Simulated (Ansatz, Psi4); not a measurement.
A small benchmark: atomisation enthalpy at 298 K

6 molecules; the atomisation enthalpy at 298 K in kJ/mol, computed less measured. Shapes, held fixed at every level: PBE0-D4/def2-TZVP. Flexible molecules stand in one conformer, not always the lowest. Thermal terms are harmonic and unscaled (PBE0-D4/def2-TZVP); the spin-orbit lowering of the free atoms is taken from their spectra. Programs: Ansatz 0.2.0, Psi4 1.11. A level may come from different programs for different species; with the same settings they agree closely. Measured values: Active Thermochemical Tables, CRC Handbook of Chemistry and Physics, NIST-JANAF tables.

Levels: A = PBE/STO-3G; B = r2SCAN-D4/def2-TZVPP; C = MP2/def2-TZVP; D = CCSD(T)/def2-SVP.

| molecule | from tabulated heats | A | B | C | D |
| --- | --- | --- | --- | --- | --- |
| SF2 (sulfur difluoride) | 732 | -13 | -4 | -2 | -157 |
| CHNS (isothiocyanic acid) | 1557 | +160 | +24 | -9 | -131 |
| GeH4 (germane) | 1153 | +670 | +18 | -62 | -39 |
| N2H3 (hydrazinyl radical) | 1374 | +83 | +2 | -96 | -145 |
| C2H4 (ethylene) | 2253 | +466 | -5 | -71 | -93 |
| CH4O (methanol) | 2039 | +306 | -9 | -68 | -117 |

Question: Sum up the errors.

Answer: 
```tsv
level	kind	mean error	mean absolute error	worst case
PBE/STO-3G	GGA	+278.7	283.0	GeH4
r2SCAN-D4/def2-TZVPP	meta-GGA	+4.3	10.3	CHNS
MP2/def2-TZVP	perturbation theory	-51.3	51.3	N2H3
CCSD(T)/def2-SVP	coupled cluster or CI	-113.7	113.7	SF2
```

On this set r2SCAN-D4/def2-TZVPP has the smallest mean absolute error and PBE/STO-3G the largest. PBE/STO-3G is too high in 5 of 6; MP2/def2-TZVP is too low in 6 of 6; CCSD(T)/def2-SVP is too low in 6 of 6. The heats of SF2 come from older tables and can be uncertain by 10 kJ/mol or more. Rows in very small basis sets show the basis more than the method. Correlated wave functions converge slowly with the basis. Open shells run unrestricted. Relativity is left out for Ge. Outer-core shells of Ge are correlated in most correlated rows, in sets that cover them unevenly. The set is small.

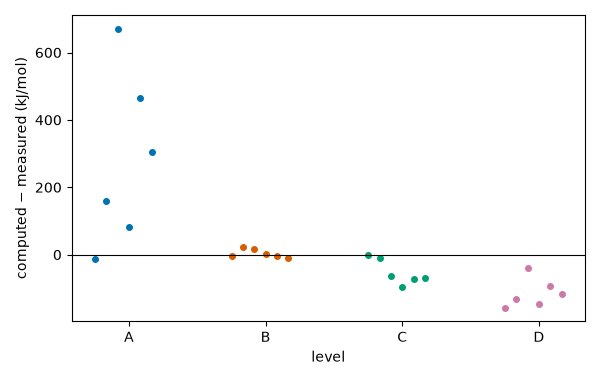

Errors of each level, one point a molecule.
